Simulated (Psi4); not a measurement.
# SiF2 (SMILES F[Si]F) at wB97X-V/def2-TZVP

Aim: the vertical singlet–triplet gap of SiF2 at wB97X-V/def2-TZVP, from 2 runs. 

The results are computed with Psi4 1.11.

### 1 The structure to begin with

The species is SiF2 (3 atoms), meant as a singlet with charge 0. SMILES: `F[Si]F`. The coordinates come from a PBE0-D4/def2-TZVP relaxation.

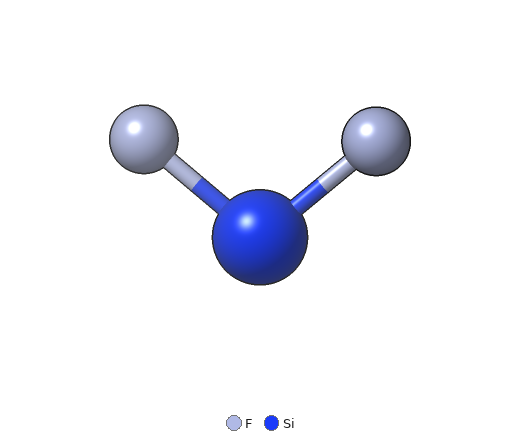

Viewed from a chosen angle; fluorine light blue, silicon blue.

### 2 A single-point energy at wB97X-V/def2-TZVP

f2si.xyz reads:

```xyz
3
F2Si
F      0.166300     1.246800     0.229400
Si    -0.594900    -0.046400    -0.330100
F      0.428600    -1.200400     0.100700
```

run.py reads:

```python
import numpy as np
from ase.calculators.psi4 import Psi4
from ase.io import read

a = read('f2si.xyz')
calc = Psi4(atoms=a, method='wb97x-v', basis='def2-TZVP', memory='1600MB', num_threads=1, charge=0, multiplicity=1, label='f2si', reference='rks')
calc.psi4.set_options({'puream': True, 'e_convergence': 1e-09, 'd_convergence': 1e-08, 'scf_type': 'pk', 'dft_radial_points': 99, 'dft_spherical_points': 590})
a.calc = calc

print(f'energy: {a.get_potential_energy():.6f} eV')
```

On the command line:

```bash
$ python run.py
```

f2si.dat, cut to the lines that bear on the results:

```text
[...]
  Running in c1 symmetry.
[...]
  Nuclear repulsion =  100.658413605206448
[...]
  Multiplicity = 1
[...]
  Nalpha       = 16
  Nbeta        = 16
[...]
    Number of basis functions: 99
[...]
   @RKS iter   1:  -489.17695659391433   -6.94288e-01   5.39187e-03 DIIS/ADIIS
[...]
   @RKS iter  11:  -489.25746061192632   -1.42109e-12   1.95272e-09 DIIS
[...]
    Orbital Energies [Eh]
    ---------------------
    Doubly Occupied:
       1A    -66.211201     2A    -24.768062     3A    -24.768053
       4A     -5.452763     5A     -3.805615     6A     -3.802419
       7A     -3.798292     8A     -1.342708     9A     -1.320352
      10A     -0.686139    11A     -0.616489    12A     -0.591083
      13A     -0.586905    14A     -0.555150    15A     -0.537734
      16A     -0.390704
[...]
  @RKS Final Energy:  -489.25746061192632
   => Energetics <=
    Nuclear Repulsion Energy =            100.6584136052064480
    One-Electron Energy =                -880.4480426059500360
    Two-Electron Energy =                 321.2480351582527192
    DFT Exchange-Correlation Energy =     -30.8508309271925398
    Empirical Dispersion Energy =           0.0000000000000000
    VV10 Nonlocal Energy =                  0.1349641577571004
    Total Energy =                       -489.2574606119263194
[...]
 Multipole Moments:
 ------------------------------------------------------------------------------------
     Multipole            Electronic (a.u.)      Nuclear  (a.u.)        Total (a.u.)
 ------------------------------------------------------------------------------------
 L = 1.  Multiply by 2.5417464519 to convert [e a0] to [Debye]
 Dipole X            :          0.3632227           -0.7251565           -0.3619338
 Dipole Y            :          0.0283429           -0.0565595           -0.0282166
 Dipole Z            :          0.2015476           -0.4023771           -0.2008295
 Magnitude           :                                                    0.4148792
[...]
```

The script printed:

```text
energy: -13313.373626 eV
```

Wall time 26 s (1 thread of Intel Xeon 6975P-C (Granite Rapids), shared host); peak memory 0.89 GiB.

### 3 The triplet at the same level

input.in reads:

```
memory 1.6 GB

molecule molecule1 {
  0 3
  F      0.166300     1.246800     0.229400
  Si    -0.594900    -0.046400    -0.330100
  F      0.428600    -1.200400     0.100700
  symmetry c1
  no_reorient
  no_com
}

set reference uks
set puream true
set e_convergence 1e-09
set d_convergence 1e-08
set scf_type pk
set dft_radial_points 99
set dft_spherical_points 590
set maxiter 100

energy("wb97x-v/def2-TZVP")
print_variables()
```

On the command line:

```bash
$ psi4 input.in input.out -n 1
```

input.out, cut to the lines that bear on the results:

```text
[...]
  Running in c1 symmetry.
[...]
  Nuclear repulsion =  100.658413605206448
[...]
  Multiplicity = 3
[...]
  Nalpha       = 17
  Nbeta        = 15
[...]
    Number of basis functions: 99
[...]
   @UKS iter   1:  -489.04500059190207   -5.62332e-01   5.35402e-03 ADIIS/DIIS
[...]
   @UKS iter  12:  -489.13408340509119   -8.58336e-12   4.84055e-09 DIIS
[...]
   @S^2 Observed:                2.001426031E+00
[...]
    Orbital Energies [Eh]
    ---------------------
    Alpha Occupied:
       1A    -66.235055     2A    -24.776375     3A    -24.776370
       4A     -5.477755     5A     -3.829498     6A     -3.828520
       7A     -3.828095     8A     -1.351433     9A     -1.329509
      10A     -0.703085    11A     -0.627912    12A     -0.601414
      13A     -0.596991    14A     -0.565695    15A     -0.544163
      16A     -0.460809    17A     -0.271028
    Alpha Virtual:
      18A      0.064940    19A      0.098470    20A      0.226833
      21A      0.238753    22A      0.278783    23A      0.281393
      24A      0.322984    25A      0.335329    26A      0.411644
[...]
  @UKS Final Energy:  -489.13408340509119
   => Energetics <=
    Nuclear Repulsion Energy =            100.6584136052064480
    One-Electron Energy =                -879.9830935553810605
    Two-Electron Energy =                 320.9034051082102792
    DFT Exchange-Correlation Energy =     -30.8476612452808254
    Empirical Dispersion Energy =           0.0000000000000000
    VV10 Nonlocal Energy =                  0.1348526821540018
    Total Energy =                       -489.1340834050911894
[...]
 Multipole Moments:
 ------------------------------------------------------------------------------------
     Multipole            Electronic (a.u.)      Nuclear  (a.u.)        Total (a.u.)
 ------------------------------------------------------------------------------------
 L = 1.  Multiply by 2.5417464519 to convert [e a0] to [Debye]
 Dipole X            :          4.9852065           -5.6209904           -0.6357839
 Dipole Y            :          0.3888375           -0.4384165           -0.0495789
 Dipole Z            :          2.7662083           -3.1189930           -0.3527847
 Magnitude           :                                                    0.7287909
[...]
```

It took 31 s on 1 thread of Intel Xeon 6975P-C (Granite Rapids), shared host; peak memory 0.88 GiB.

### 4 Results

At wB97X-V/def2-TZVP:

| quantity | value |
| --- | --- |
| singlet: total energy | -489.25746 Eh |
| singlet: dipole moment | 1.05 D |
| singlet: HOMO energy | -10.63 eV |
| singlet: LUMO energy | 0.04 eV |
| singlet: HOMO–LUMO gap | 10.68 eV |
| triplet: total energy | -489.13408 Eh |
| triplet: dipole moment | 1.85 D |
| triplet: HOMO energy (highest over α and β) | -7.38 eV |
| triplet: LUMO energy (lowest over α and β) | -3.26 eV |
| triplet: ⟨S²⟩ | 2.001 |
| vertical energy of the triplet above the singlet | 3.357 eV |

**Reading.** At this shape the triplet lies 3.36 eV (324 kJ/mol) above the singlet.
